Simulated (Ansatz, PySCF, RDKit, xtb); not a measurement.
# GeN3H7: ranking a sample of isomers, part 2 of 2

A sample of isomers of GeN3H7 is drawn. Aim: find which of them has the lowest free energy at 298.15 K, then its properties. The sample is small against all isomers, and the most stable one of this formula need not be in it. One structure proposed beforehand is put among the starts (marked given), to see whether the search confirms or beats it.

xtb, Ansatz and PySCF; isolated molecules. The steps go on from the part before.

### Step 13. Density, orbitals and dipole (PBE0/def2-TZVPD)

Input file input.yaml:

```yaml
crystal:
  periodic: [false, false, false]
  atoms:
    - {symbol: Ge, position_ang: [0.332787, 0.280243, -0.004512]}
    - {symbol: N, position_ang: [-1.230806, 1.128987, -0.438912]}
    - {symbol: "N", position_ang: [0.030578, -0.771794, 1.462804]}
    - {symbol: N, position_ang: [0.942159, -0.931686, -1.228284]}
    - {symbol: H, position_ang: [-1.308999, 2.097086, -0.143732]}
    - {symbol: H, position_ang: [-2.086769, 0.631836, -0.210534]}
    - {symbol: H, position_ang: [1.393099, 1.400681, 0.089696]}
    - {symbol: H, position_ang: [0.809047, -1.371027, 1.723511]}
    - {symbol: H, position_ang: [-0.310674, -0.289396, 2.288784]}
    - {symbol: H, position_ang: [1.193552, -0.527468, -2.126316]}
    - {symbol: H, position_ang: [0.301526, -1.704460, -1.392105]}
basis:
  gaussian:
    orbitals: def2-TZVPD
hamiltonian:
  xc: pbe0
output:
  forces: true
  orbitals: {seedname: orbitals}
```

Launch:

```bash
ansatz run input.yaml --threads 2 --pin off --max-ram 5220MiB --events-out events.jsonl --progress --plain --runs-dir runs
```

Log, cut to the lines that bear on the results:

```text
Warning: RAYON_NUM_THREADS=2 ignored (pool sized by the plan → 2); use --threads N
Functional definition: PBE0
  name "PBE0"
[...]
1320 factors; their error is unknown
[...]
mean field -61093.30907842 eV, -2245.1376980996 hartree, gradient 1.7e-5 eV, S^2 0.000000; 0 other end points of the search recorded, 0 dependent functions left out
[...]
reference -61093.30911648 eV, -2245.1376994984 hartree; 30, 30 occupied and 198, 198 virtual orbitals, 1320 factors
[...]
Atom 6 at     1.393099     1.400681     0.089696 Å, force    -0.009656    -0.022910     0.017729 eV/Å
Atom 7 at     0.809047    -1.371027     1.723511 Å, force    -0.181747     0.147950    -0.054138 eV/Å
Atom 8 at    -0.310674    -0.289396     2.288784 Å, force     0.086480    -0.111875    -0.202819 eV/Å
Atom 9 at     1.193552    -0.527468    -2.126316 Å, force    -0.062161    -0.102167     0.206160 eV/Å
Atom 10 at     0.301526    -1.704460    -1.392105 Å, force     0.156430     0.169401     0.033370 eV/Å
Dipole moment:    -0.110916     0.123669     0.172738 e Å
```

It took 15 s on 2 threads of Intel Xeon Platinum 8259CL at 2.50GHz (Skylake/Cascade Lake), shared host; peak memory 0.66 GiB.

### Step 14. Frequencies after a tight-binding relaxation (GFN2-xTB)

Input file start.xyz:

```xyz
11
c505a
Ge     0.332787     0.280243    -0.004512
N     -1.230806     1.128987    -0.438912
N      0.030578    -0.771794     1.462804
N      0.942159    -0.931686    -1.228284
H     -1.308999     2.097086    -0.143732
H     -2.086769     0.631836    -0.210534
H      1.393099     1.400681     0.089696
H      0.809047    -1.371027     1.723511
H     -0.310674    -0.289396     2.288784
H      1.193552    -0.527468    -2.126316
H      0.301526    -1.704460    -1.392105
```

Launch:

```bash
xtb start.xyz --gfn 2 --ohess tight
```

Log, cut to the lines that bear on the results:

```text
[...]
         ::                     SUMMARY                     ::
         :::::::::::::::::::::::::::::::::::::::::::::::::::::
         :: total energy             -14.259331499356 Eh    ::
         :: gradient norm              0.000541315225 Eh/a0 ::
         :: HOMO-LUMO gap              7.681088651285 eV    ::
         ::.................................................::
         :: SCC energy               -14.399452025045 Eh    ::
         :: -> isotropic ES            0.033136218128 Eh    ::
         :: -> anisotropic ES          0.001641328003 Eh    ::
         :: -> anisotropic XC          0.008567365145 Eh    ::
         :: -> dispersion             -0.005512555140 Eh    ::
         :: repulsion energy           0.140120525689 Eh    ::
         :: add. restraining           0.000000000000 Eh    ::
         :: total charge               0.000000000000 e     ::
         :::::::::::::::::::::::::::::::::::::::::::::::::::::
[...]
          | TOTAL ENERGY              -14.259331499355 Eh   |
          | TOTAL ENTHALPY            -14.169695654127 Eh   |
          | TOTAL FREE ENERGY         -14.209531047373 Eh   |
          | GRADIENT NORM               0.000541345851 Eh/α |
[...]
```

Run time: 0.48 s. Hardware: 2 threads of Intel Xeon Platinum 8259CL at 2.50GHz (Skylake/Cascade Lake), shared host; peak memory 0.5 GiB.

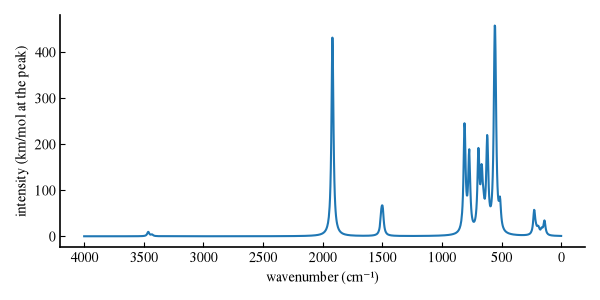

Harmonic infrared spectrum, unscaled, lines broadened by 10 cm⁻¹.

### Step 15. Electronic excitations (TD-PBE0/def2-SVPD)

An in-house driver calls PySCF's response routines at TD-PBE0/def2-SVPD; it has no typed input.

Log:

```text
coarse grid: 40080 points
cycle   1  E = -2244.5979263007  dE = -4.302e-01  |g| = 7.147e-01  |ddm| = 4.043e+00
cycle   2  E = -2244.4996524139  dE =  9.827e-02  |g| = 9.917e-01  |ddm| = 3.324e+00
cycle   3  E = -2244.6941415358  dE = -1.945e-01  |g| = 5.017e-02  |ddm| = 1.846e+00
cycle   4  E = -2244.6946410647  dE = -4.995e-04  |g| = 1.968e-02  |ddm| = 1.085e-01
cycle   5  E = -2244.6946918407  dE = -5.078e-05  |g| = 5.103e-03  |ddm| = 2.237e-02
cycle   6  E = -2244.6946968104  dE = -4.970e-06  |g| = 2.063e-03  |ddm| = 1.211e-02
final grid: 83624 points
cycle   7  E = -2244.6946426031  dE =  1.347e-06  |g| = 3.243e-03  |ddm| = 1.050e-02
cycle   8  E = -2244.6946389318  dE =  3.671e-06  |g| = 5.190e-03  |ddm| = 1.226e-02
cycle   9  E = -2244.6946449268  dE = -5.995e-06  |g| = 1.172e-04  |ddm| = 7.658e-03
cycle  10  E = -2244.6946449286  dE = -1.786e-09  |g| = 2.128e-05  |ddm| = 1.645e-04
cycle  11  E = -2244.6946449287  dE = -8.640e-11  |g| = 5.528e-06  |ddm| = 3.228e-05
converged SCF energy = -2244.6946449287

Static polarisability (au): isotropic 56.751, principal 53.137 57.933 59.184

Singlet excitations
state   eV       nm        f      main configurations
  1   6.3200    196.2   0.04224   H->L 0.93
  2   6.4974    190.8   0.03082   H-1->L 0.90
  3   6.7586    183.4   0.09337   H-2->L 0.73, H->L+1 0.09, H->L+2 0.08
  4   7.1350    173.8   0.01018   H->L+1 0.74, H-2->L 0.14
  5   7.2464    171.1   0.00257   H->L+2 0.82
  6   7.4449    166.5   0.00708   H-1->L+2 0.60, H-1->L+1 0.25, H-2->L+1 0.09
  7   7.4505    166.4   0.04346   H-2->L+1 0.31, H-1->L+2 0.30, H-1->L+1 0.23
  8   7.5343    164.6   0.02186   H-2->L+1 0.41, H-1->L+1 0.40

Triplet excitations (Tamm-Dancoff, eV): 6.0079 6.1308 6.3358
```

Wall time 21 s (2 threads of Intel Xeon Platinum 8259CL at 2.50GHz (Skylake/Cascade Lake), shared host); peak memory 0.64 GiB.

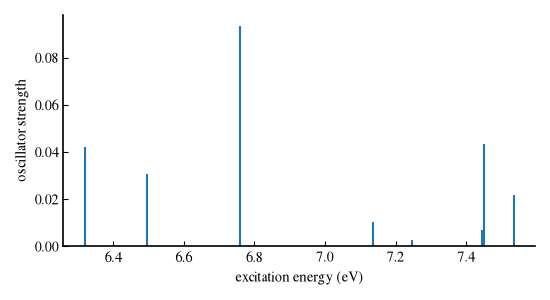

Vertical excitations as sticks.

The roots found:

```
excited state  energy (eV)  strength
            1        6.320    0.0422
            2        6.497    0.0308
            3        6.759    0.0934
            4        7.135    0.0102
            5        7.246    0.0026
            6        7.445    0.0071
            7        7.450    0.0435
            8        7.534    0.0219
```

### Step 16. NMR shieldings (GIAO PBE0/pcSseg-1)

An in-house driver calls PySCF's response routines at GIAO PBE0/pcSseg-1; it has no typed input.

Log:

```text
coarse grid: 40080 points
cycle   1  E = -2244.6918662639  dE = -4.579e-01  |g| = 1.059e+00  |ddm| = 3.017e+00
cycle   2  E = -2244.5865001973  dE =  1.054e-01  |g| = 1.255e+00  |ddm| = 1.256e+00
cycle   3  E = -2244.8165409009  dE = -2.300e-01  |g| = 1.136e-01  |ddm| = 8.326e-01
cycle   4  E = -2244.8191666177  dE = -2.626e-03  |g| = 3.561e-02  |ddm| = 9.956e-02
cycle   5  E = -2244.8193431138  dE = -1.765e-04  |g| = 6.914e-03  |ddm| = 2.367e-02
cycle   6  E = -2244.8193516834  dE = -8.570e-06  |g| = 2.178e-03  |ddm| = 6.911e-03
final grid: 83624 points
cycle   7  E = -2244.8193050350  dE =  1.268e-06  |g| = 3.293e-03  |ddm| = 3.868e-03
cycle   8  E = -2244.8193017628  dE =  3.272e-06  |g| = 5.131e-03  |ddm| = 5.882e-03
cycle   9  E = -2244.8193073187  dE = -5.556e-06  |g| = 1.310e-04  |ddm| = 3.600e-03
cycle  10  E = -2244.8193073215  dE = -2.795e-09  |g| = 3.284e-05  |ddm| = 1.005e-04
cycle  11  E = -2244.8193073217  dE = -2.183e-10  |g| = 2.713e-06  |ddm| = 2.304e-05
converged SCF energy = -2244.8193073217

GIAO shielding tensors (ppm)
atom      isotropic    diamagn.    paramagn.     s11        s22        s33       span
  0 Ge    1302.521    2756.107   -1453.586   1183.579   1330.331   1393.654    210.075
  1 N      240.948     320.428     -79.480    208.569    239.211    275.063     66.495
  2 N      246.721     319.529     -72.808    200.960    265.950    273.253     72.293
  3 N      242.824     319.687     -76.863    212.896    249.354    266.221     53.325
  4 H       31.007      31.413      -0.405     23.826     26.038     43.157     19.331
  5 H       31.211      32.105      -0.894     23.941     26.966     42.726     18.785
  6 H       26.044      28.523      -2.479     19.995     20.426     37.711     17.715
  7 H       31.189      31.136       0.052     22.796     27.223     43.547     20.751
  8 H       31.662      31.519       0.143     23.945     27.240     43.799     19.854
  9 H       31.371      30.891       0.480     23.761     26.467     43.885     20.124
 10 H       31.107      31.811      -0.703     23.863     27.312     42.147     18.284
```

Wall time 16 s (2 threads of Intel Xeon Platinum 8259CL at 2.50GHz (Skylake/Cascade Lake), shared host); peak memory 0.71 GiB.

Isotropic shieldings (absolute, not shifts):

```
atoms  shielding (ppm)
  Ge1           1302.5
   N2            240.9
   N3            246.7
   N4            242.8
   H5            31.01
   H6            31.21
   H7            26.04
   H8            31.19
   H9            31.66
  H10            31.37
  H11            31.11
```

### Step 17. The cation at the same geometry (PBE0/def2-TZVPD)

input.yaml: that of step 13 with these lines changed.

```diff
@@ -4,3 +4,3 @@
     - {symbol: Ge, position_ang: [0.332787, 0.280243, -0.004512]}
-    - {symbol: N, position_ang: [-1.230806, 1.128987, -0.438912]}
+    - {symbol: "N", position_ang: [-1.230806, 1.128987, -0.438912]}
     - {symbol: "N", position_ang: [0.030578, -0.771794, 1.462804]}
@@ -17,6 +17,7 @@
     orbitals: def2-TZVPD
+total_charge: 1
+magnetization:
+  spin_polarized: true
+  initial_magnetization: 1
 hamiltonian:
-  xc: pbe0
-output:
-  forces: true
-  orbitals: {seedname: orbitals}
+  xc: {name: PBE0}
```

Launch:

```bash
ansatz run input.yaml --threads 2 --pin off --max-ram 5220MiB --events-out events.jsonl --progress --plain --runs-dir runs
```

Log, cut to the lines that bear on the results:

```text
Warning: RAYON_NUM_THREADS=2 ignored (pool sized by the plan → 2); use --threads N
[... 2 set-up lines as earlier in the session ...]
[...]
1320 factors; their error is unknown
[...]
mean field -61084.17273896 eV, -2244.8019438173 hartree, gradient 1.1e-5 eV, S^2 0.762633; 4 other end points of the search recorded, 0 dependent functions left out
reference -61084.17277553 eV, -2244.8019451613 hartree; 30, 29 occupied and 198, 199 virtual orbitals, 1320 factors
Total energy: -61084.17277553 eV, -2244.8019451613 hartree
```

Wall time 39 s (2 threads of Intel Xeon Platinum 8259CL at 2.50GHz (Skylake/Cascade Lake), shared host); peak memory 0.8 GiB.

Difference from the parent: 9.14 eV.

### Step 18. The anion at the same geometry (PBE0/def2-TZVPD)

Input file input.yaml:

```yaml
crystal:
  periodic: [false, false, false]
  atoms:
    - symbol: Ge
      position_ang: [0.332787, 0.280243, -0.004512]
    - symbol: N
      position_ang: [-1.230806, 1.128987, -0.438912]
    - symbol: N
      position_ang: [0.030578, -0.771794, 1.462804]
    - symbol: "N"
      position_ang: [0.942159, -0.931686, -1.228284]
    - symbol: H
      position_ang: [-1.308999, 2.097086, -0.143732]
    - symbol: H
      position_ang: [-2.086769, 0.631836, -0.210534]
    - symbol: H
      position_ang: [1.393099, 1.400681, 0.089696]
    - symbol: H
      position_ang: [0.809047, -1.371027, 1.723511]
    - symbol: H
      position_ang: [-0.310674, -0.289396, 2.288784]
    - symbol: H
      position_ang: [1.193552, -0.527468, -2.126316]
    - symbol: H
      position_ang: [0.301526, -1.704460, -1.392105]
basis:
  gaussian:
    orbitals: def2-TZVPD
scf:
  lower_state_search: off
hamiltonian:
  xc: pbe0
magnetization:
  spin_polarized: true
  initial_magnetization: 1
total_charge: -1
```

Launch:

```bash
ansatz run input.yaml --threads 2 --pin off --max-ram 5220MiB --events-out events.jsonl --progress --plain --runs-dir runs
```

Log, cut to the lines that bear on the results:

```text
Warning: RAYON_NUM_THREADS=2 ignored (pool sized by the plan → 2); use --threads N
[... 2 set-up lines as earlier in the session ...]
[...]
1320 factors; their error is unknown
[...]
mean field -61092.10023445 eV, -2245.0932739033 hartree, gradient 3.3e-6 eV, S^2 0.750511; 0 other end points of the search recorded, 0 dependent functions left out
reference -61092.10027361 eV, -2245.0932753424 hartree; 31, 30 occupied and 197, 198 virtual orbitals, 1320 factors
Total energy: -61092.10027361 eV, -2245.0932753424 hartree
Checks for a lower state left out: stability, starts, cluster_reference, orbital_swaps, neighbouring_geometries, increment
```

Run time: 17 s. Hardware: 2 threads of Intel Xeon Platinum 8259CL at 2.50GHz (Skylake/Cascade Lake), shared host; peak memory 0.73 GiB.

Parent less the species with the added electron: -1.21 eV. The extra electron isn't bound at this geometry, so the number measures the basis, not the molecule.

### Step 19. The triplet at the same geometry (PBE0/def2-TZVPD)

Input file input.yaml:

```yaml
crystal:
  periodic: [false, false, false]
  atoms:
    - {symbol: Ge, position_ang: [0.332787, 0.280243, -0.004512]}
    - {symbol: N, position_ang: [-1.230806, 1.128987, -0.438912]}
    - {symbol: N, position_ang: [0.030578, -0.771794, 1.462804]}
    - {symbol: "N", position_ang: [0.942159, -0.931686, -1.228284]}
    - {symbol: H, position_ang: [-1.308999, 2.097086, -0.143732]}
    - {symbol: H, position_ang: [-2.086769, 0.631836, -0.210534]}
    - {symbol: H, position_ang: [1.393099, 1.400681, 0.089696]}
    - {symbol: H, position_ang: [0.809047, -1.371027, 1.723511]}
    - {symbol: H, position_ang: [-0.310674, -0.289396, 2.288784]}
    - {symbol: H, position_ang: [1.193552, -0.527468, -2.126316]}
    - {symbol: H, position_ang: [0.301526, -1.704460, -1.392105]}
basis:
  gaussian: {orbitals: def2-TZVPD}
magnetization: {spin_polarized: true, initial_magnetization: 2}
hamiltonian: {xc: pbe0}
```

Launch:

```bash
ansatz run input.yaml --threads 2 --pin off --max-ram 5220MiB --events-out events.jsonl --progress --plain --runs-dir runs
```

Log, cut to the lines that bear on the results:

```text
Warning: RAYON_NUM_THREADS=2 ignored (pool sized by the plan → 2); use --threads N
[... 2 set-up lines as earlier in the session ...]
[...]
1320 factors; their error is unknown
[...]
mean field -61087.47424241 eV, -2244.9232718312 hartree, gradient 2.4e-5 eV, S^2 2.005450; 7 other end points of the search recorded, 0 dependent functions left out
reference -61087.47429033 eV, -2244.9232735925 hartree; 31, 29 occupied and 197, 199 virtual orbitals, 1320 factors
Total energy: -61087.47429033 eV, -2244.9232735925 hartree
```

It took 52 s on 2 threads of Intel Xeon Platinum 8259CL at 2.50GHz (Skylake/Cascade Lake), shared host; peak memory 0.86 GiB.

It lies 5.83 eV above the singlet.

### Step 20. Outcome

What follows sums up all 2 parts.

| quantity | value |
| --- | --- |
| lowest structure found | [NH2][GeH]([NH2])[NH2], singlet, C1 |
| next finalist | [NH2][GeH]([NH2])[NH2], singlet, 1.1 kcal/mol higher in G |
| share at equilibrium, among the finalists | 87.4 % |
| funnel | 6 starts, 6 minima at GFN2-xTB, 6 screening runs, 3 relaxed, 3 ranked |
| CPU time of all runs | 43 min |
| harmonic wavenumbers, lowest and highest (PBE0-D4/def2-SVP) | 114 and 3689 cm⁻¹ |
| rotational constants, same geometry | 0.1911, 0.1667, 0.1091 cm⁻¹ |
| dipole moment (PBE0/def2-TZVPD) | 1.15 D |
| HOMO energy (PBE0/def2-TZVPD) | -7.18 eV |
| LUMO energy (PBE0/def2-TZVPD) | 0.14 eV |
| HOMO–LUMO gap (PBE0/def2-TZVPD) | 7.32 eV |
| lowest excitation (TD-PBE0/def2-SVPD) | 6.32 eV (f = 0.042) |
| strongest of the states computed, same level | 6.76 eV (f = 0.093) |
| lowest triplet excitation, same level, Tamm-Dancoff | 6.01 eV |
| vertical ionisation energy | 9.14 eV |
| vertical electron affinity | -1.21 eV (unbound: the value depends on the basis) |
| vertical triplet less singlet | +5.83 eV |

What this shows: The lowest structure found is `[NH2][GeH]([NH2])[NH2]`. The next finalist is drawn with the same bonds. At 1.1 kcal/mol the two aren't resolved. GFN2-xTB, HF/STO-3G, r2SCAN-D4/def2-SVP, PBE0-D4/def2-SVP, HF/def2-SVP and MP2/def2-SVP already put its bonding pattern lowest among the structures in one piece. The largest share of the time went into the vibrations (62 %). The structure proposed beforehand is the winner. The search is not exhaustive (a finite list of starts, one conformer a finalist), so a lower isomer can't be ruled out. Patterns outside the rules of the enumeration were met only by chance.
